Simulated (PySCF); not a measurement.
# C5H10B2Si: what the fields show

```xyz
18

B    -0.0726   -2.3412    0.6761
C     0.0481   -0.9115    0.1261
C     1.3933   -0.4434   -0.1742
C     2.4931   -0.0533   -0.4895
B     0.4044    0.1492    1.2785
Si   -0.4577    1.8166    0.7213
C    -0.8843    1.1474   -1.0229
C    -0.9760   -0.3739   -0.8826
H     0.8637   -2.9005    1.1020
H    -1.1271   -2.8499    0.7153
H     3.4592    0.2476   -0.7723
H     0.9547   -0.1675    2.2614
H     0.2969    3.0740    0.5817
H    -1.7125    2.1806    1.4080
H    -0.0823    1.4005   -1.7191
H    -1.8044    1.5416   -1.4508
H    -0.8358   -0.8634   -1.8519
H    -1.9693   -0.6465   -0.5190
```

Geometry: GFN2-xTB.

Level of theory: wB97X-D/def2-SVPD, SCF density, gas phase in PySCF.

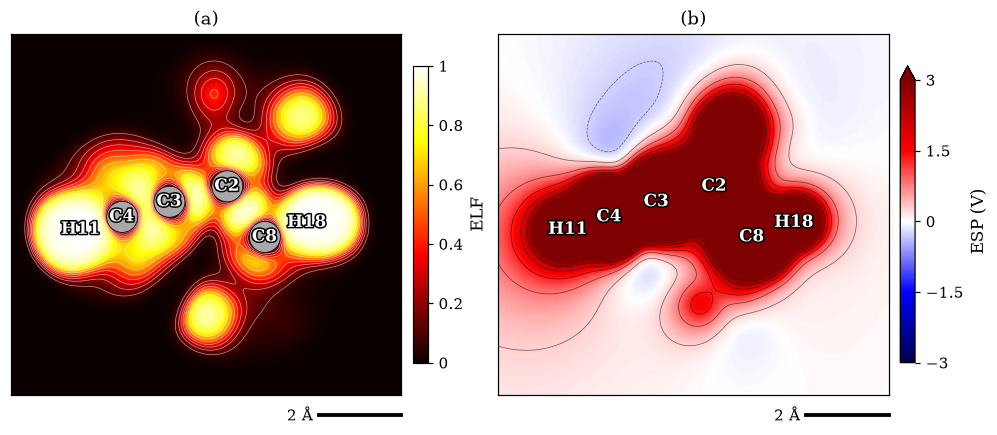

Figure 1. (a) electron localisation function; (b) electrostatic potential on the plane of atoms C3, C2 and C8. Grey discs cover the atomic cores in the ELF map.

Q: Describe what can be read from this map.

A: The plane passes through C and H nuclei. C–C (1.21 Å): the ELF peaks at about 0.85 between the atoms (a multiple bond). C–H (1.05 Å): the ELF climbs to about 1 towards the hydrogen, as it does in any bond to H; an ordinary covalent bond to hydrogen. Outside the dense part of the molecule the potential is most negative (−0.4 V) near C3.

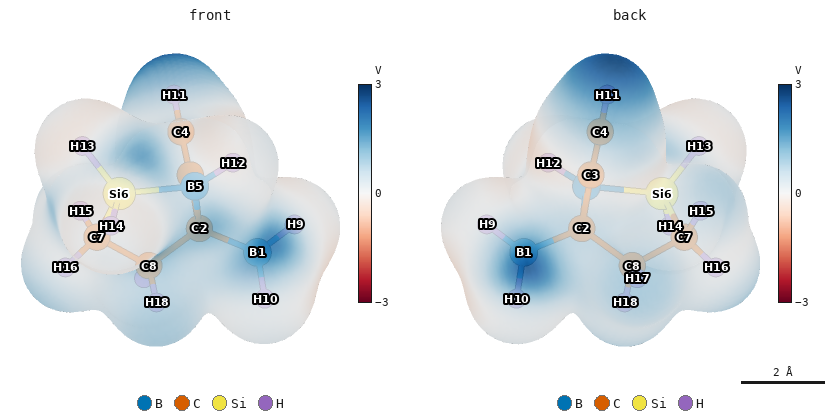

Figure 2. The electrostatic potential painted on the density surface at 0.004 e/bohr³, seen from the front and from behind; red is negative and blue positive.

Q: Which sites attract a positive test charge, and which a negative one?

A: A positive charge is drawn to the negative regions and a negative charge to the positive ones. The most negative region (about −0.4 V) lies over C3 and C4, the most positive (about +2.6 V) over B1 and H11.

Q: What dipole moment does the calculation give?

A: Its dipole moment is 1.72 D.
